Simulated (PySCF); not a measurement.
The calculation's input:

```
{"job": {"kind": "nmr", "xc": "PBE0", "basis": "pcSseg-1"}, "charge": 0, "multiplicity": 1}
C     -2.822434     1.640078     1.010094
O     -2.126547     0.612630     0.361304
C     -1.395219    -0.216896     1.247628
Si    -0.525120    -1.517619     0.142050
N     -1.601430    -2.373537    -0.904198
C      0.722856    -0.613409    -0.963442
Si     2.206908     0.184242    -0.081885
Si     3.663636     1.082181    -1.635163
H     -3.366172     2.191630     0.244536
H     -2.134251     2.319210     1.530663
H     -3.533063     1.235822     1.743781
H     -2.080201    -0.678798     1.973098
H     -0.683505     0.386352     1.825822
H      0.074830    -2.540060     1.007827
H     -2.305792    -2.960728    -0.485269
H     -2.018006    -1.849014    -1.658497
H      1.091153    -1.317206    -1.709416
H      0.193051     0.164480    -1.514518
H      1.708251     1.205939     0.854460
H      2.846793    -0.838218     0.763045
H      3.047519     2.109097    -2.484023
H      4.833750     1.724561    -1.027708
H      4.198239     0.076247    -2.560158
```

Launched as:

```sh
OMP_NUM_THREADS=1 python probes_run.py task.json out
```

Geometry: GFN2-xTB.

Theory: PySCF, PBE0/pcSseg-1, SCF density, gas phase, non-relativistic.

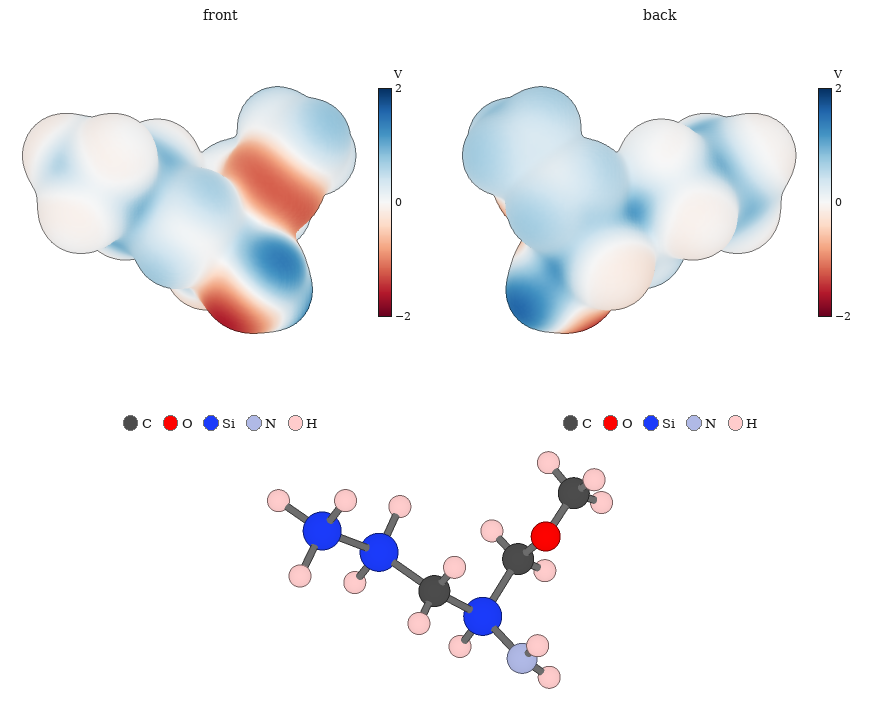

C$_{3}$H$_{15}$NOSi$_{3}$. The molecular electrostatic potential painted on the density surface at 0.002 e/bohr³, seen from the front and from behind; the colour scale runs from red (negative) to blue (positive). The bare structure is drawn below in the same view.

### Where is the surface potential most negative and most positive?

The most negative region (about −1.5 V) lies over N5, the most positive (about +1.4 V) over H15. N5 is the likeliest acceptor of a hydrogen bond.
